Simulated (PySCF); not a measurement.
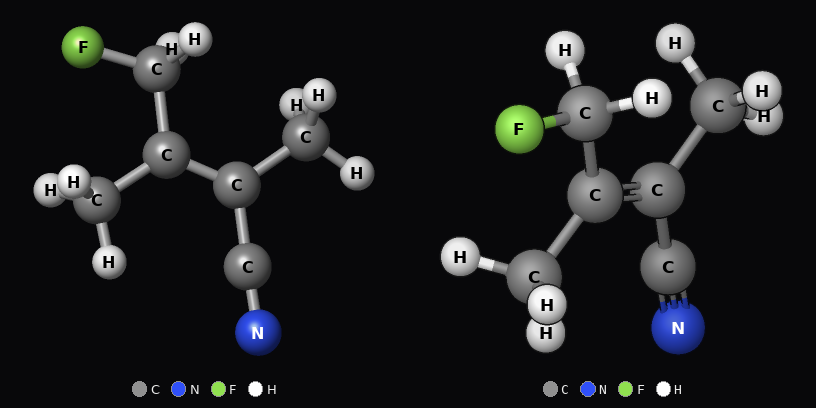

Two views of one molecule.

The geometry was computed by an optimisation with PBE0-D3(BJ)/def2-SVP. No frequency run is at hand to confirm it as a minimum.

> Give the formula.

C₆H₈FN, 16 atoms: 6 carbon, 8 hydrogen, 1 fluorine and 1 nitrogen.

> Describe its rings.

It has no ring.

> Count the bonded pairs by element.

8 C–H, 5 C–C, 1 C–N, 1 C–F.

> Name functional groups in it.

Among them: nitrile, alkene, C–F bond.

More results for the same structure follow; atom numbers are the same in all pictures, views and colours differ.

## Symmetry

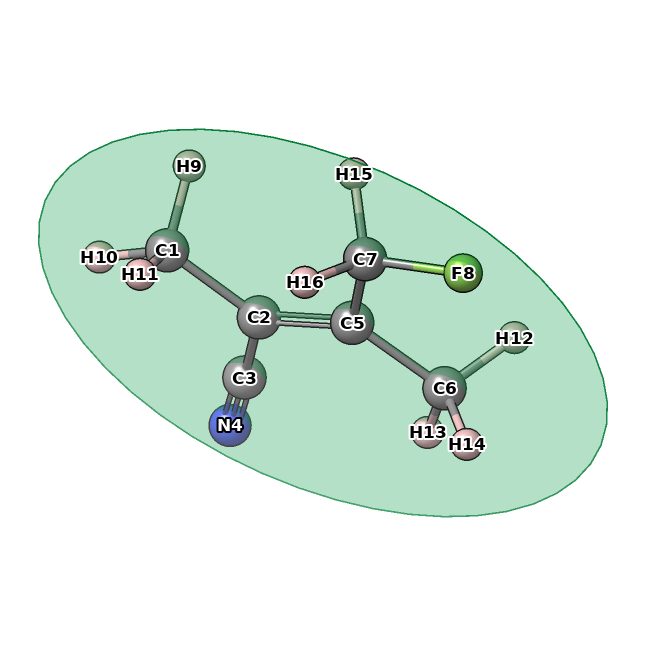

A disc through the centre of mass is drawn in. Depth is shown by fading: the farther an atom, the more it takes the colour of the background. No frequency run is at hand to confirm it as a minimum.

> Is the plane of the disc a mirror plane of the structure?

Yes. The reflection leaves C1, C2, C3, N4, C5, C6, C7, F8, H10, H13 in place and moves H9 ↔ H11; H12 ↔ H14; H15 ↔ H16. The point group is Cs.

## Electronic properties

No frequency run is at hand to confirm it as a minimum. Level of theory: ωB97X-D/def2-SVPD in tetrahydrofuran (IEF-PCM) (PySCF 2.14.0). Excitations: vertical, linear response.

> What is the mean static polarisability?

101.5 bohr³.

> What is the dipole moment?

5.04 D.

> What is the lowest vertical singlet excitation?

5.69 eV.

> What is the HOMO–LUMO gap?

9.64 eV.

## NMR shielding

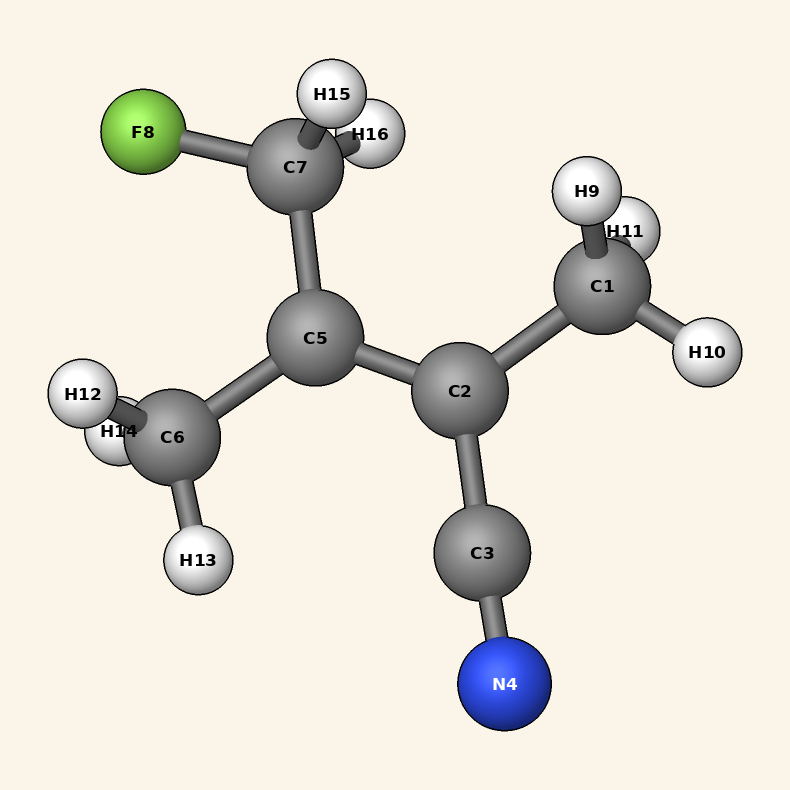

No frequency run is at hand to confirm it as a minimum. Method: GIAO PBE0/pcSseg-1 NMR shielding, non-relativistic, IEF-PCM tetrahydrofuran (PySCF 2.14.0). Principal shieldings σ11 ≤ σ22 ≤ σ33, span Ω = σ33 − σ11, skew κ = 3(σiso − σ22)/Ω.

Give the shielding tensors of the F atoms.

| atom | σ11 | σ22 | σ33 | σiso | Ω | κ |
| --- | --- | --- | --- | --- | --- | --- |
| F8 | 403.4 | 428.0 | 475.1 | 435.5 | 71.7 | 0.31 |

Shieldings and span in ppm.

## Charges

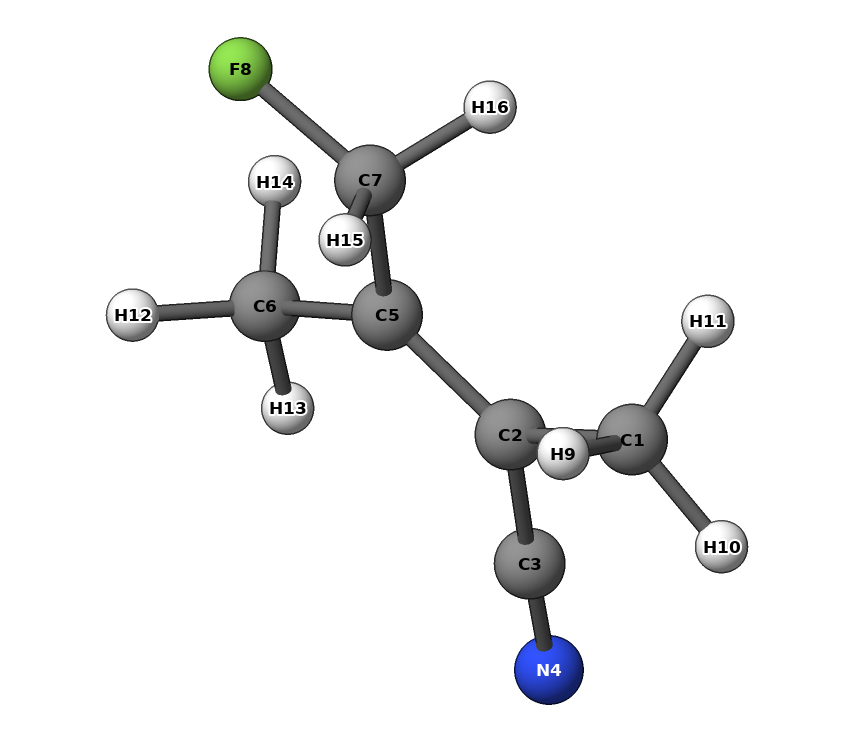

The questions are on Hirshfeld charges. No frequency run is at hand to confirm it as a minimum. Method: PBE0/pcSseg-1 in dimethylsulfoxide (IEF-PCM) (PySCF 2.14.0).

List the Hirshfeld charges.

```csv
atom,value (e)
C1,−0.10
C2,0.00
C3,0.08
N4,−0.29
C5,0.04
C6,−0.12
C7,0.04
F8,−0.11
H9,0.06
H10,0.06
H11,0.06
H12,0.06
H13,0.05
H14,0.06
H15,0.07
H16,0.06
```
